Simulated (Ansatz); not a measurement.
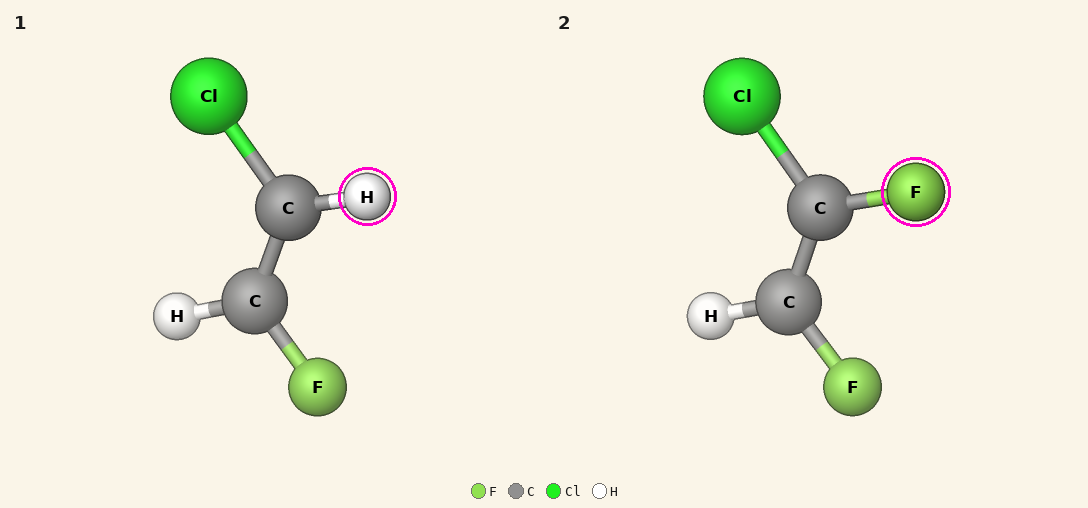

2 molecules with one skeleton, seen from the same side and at one scale; the atom that differs is circled. Each species is neutral and a spin singlet. Computed geometries: PBE0-D4/def2-TZVP optimisations, one conformation each. Properties computed with Ansatz 0.2.0.

One atom differs, called X below: H in panel 1, F in panel 2. Their formulas are C2H2ClF (`F/C=C/Cl`), C2HClF2 (`F/C=C(\F)Cl`).

In which is the length of X–C larger (PBE0-D4/def2-TZVP)?

In panel 2 (X = F).

In which is the harmonic zero-point energy higher (PBE0-D4/def2-TZVP)?

In panel 1 (X = H).

Give the values. With PBE0-D4/def2-TZVP: length of X–C (Å), angle Cl–C–X (°), dipole moment (D), harmonic zero-point energy (kJ/mol). With ωB97M-V/def2-SVP: HOMO energy (Kohn–Sham orbital) (eV), HOMO–LUMO gap (eV).

| quantity | 1 (H) | 2 (F) | 2 − 1 |
| --- | --- | --- | --- |
| length of X–C (Å) | 1.082 | 1.320 | +0.238 |
| angle Cl–C–X (°) | 116.0 | 114.4 | −1.6 |
| HOMO energy (Kohn–Sham orbital) (eV) | −9.47 | −9.52 | −0.05 |
| HOMO–LUMO gap (eV) | 11.86 | 12.08 | +0.22 |
| dipole moment (D) | 0.16 | 1.49 | +1.33 |
| harmonic zero-point energy (kJ/mol) | 93.3 | 73.8 | −19.5 |
